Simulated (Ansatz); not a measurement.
## Amorphous Hf$_{36}$O$_{72}$H$_{4}$

It comes from a melt-quench run on a machine-learned potential (CHGNet), relaxed afterwards by DFT. O atoms were pushed apart under 1.9 Å during the dynamics, to hinder bonds among them. The hot cell started wider than the set density and was brought back towards it in steps. It is the lowest in DFT energy of 8 quenches. It is a model cell: composition and starting density were chosen by hand, and all elements were melted together. No dispersion term was used.

Methods: PBE, scalar-relativistic without spin-orbit coupling (Ansatz, a first-principles code); r2SCAN, scalar-relativistic without spin-orbit coupling (Ansatz). Geometry, pressure, stress and energy are those of the PBE run. Its sampling: a 2×2×2 Γ-centred mesh; Fermi-Dirac width 0.02 eV; no spin polarisation. Other functionals are single points at the zone centre (r2SCAN at 500 eV), free to take moments where seeds were set. The usual formal charges leave 4 electrons over, so the level spacing at the Fermi energy parts defect or band states and needn't be the band gap. At PBE the levels at the filled edge of the gap are localised (band-tail or defect states), and the nearest spread-out levels lie 4.0 eV apart at the zone centre.

| Quantity | Value |
|---|---|
| Number of atoms in the cell | 112 |
| Density (volume relaxed, without dispersion) | 8.34 g/cm³ |
| Volume per atom | 13.48 Å³ |
| Pressure on a 2×2×2 Γ-centred mesh | 0.06 GPa |
| Largest force and stress component on that mesh (the relaxation ran on the zone centre alone) | 0.05 eV/Å and 0.1 GPa |
| Energy relative to HfO2 (P2_1/c) + H2 gas (lowest mix at this level among the phases computed, not always the ambient ones) | 0.228 eV/atom |
| Level spacing at the Fermi energy on a 2×2×2 Γ-centred mesh (PBE) | 1.24 eV |
| Level spacing at the Fermi energy at the zone centre (PBE) | 1.29 eV |
| Level spacing at the Fermi energy at the zone centre (r2SCAN) | 1.50 eV |

Cut-offs for bonds: Hf-Hf 3.34 Å, Hf-O 2.60 Å, Hf-H 2.27 Å, O-O 1.58 Å, O-H 1.16 Å, H-H 0.90 Å. Two cations that share two anions don't count as bonded, nor two that share one unless they lie closer than Hf-Hf 3.25 Å.

```json
{
 "Mean coordination of Hf by anions": "5.86 (1 with 4, 8 with 5, 22 with 6, 5 with 7); 2 close contacts or bonds to cations besides",
 "Mean coordination of O": "2.99 (8 with 2, 57 with 3, 7 with 4)",
 "Mean coordination of H": "1.00 (4 with 1)",
 "Mean Hf-O bond": "2.123 Å (spread 0.108 Å, 211 counted)",
 "Mean O-H bond": "0.997 Å (spread 0.025 Å, 4 counted)"
}
```

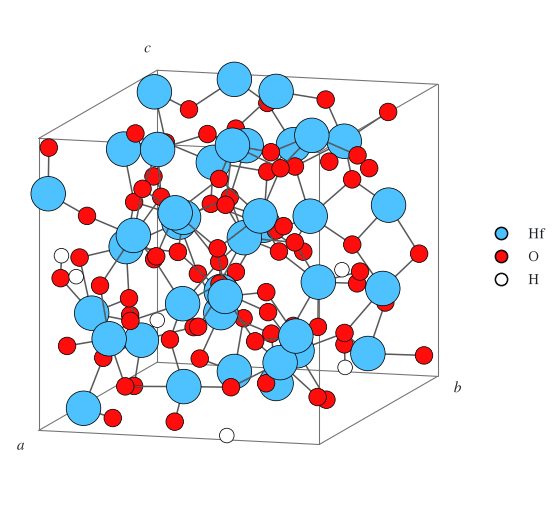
*The relaxed cell*

Its density started from a set value of 8.15 g/cm³. The simulated quench (nominally 810 K/ps over its main leg) is rapid and tends to freeze in more defects than a deposited or slowly cooled glass has. Values belong to this one cell and scatter from quench to quench. Volume and shape were free in the relaxation.
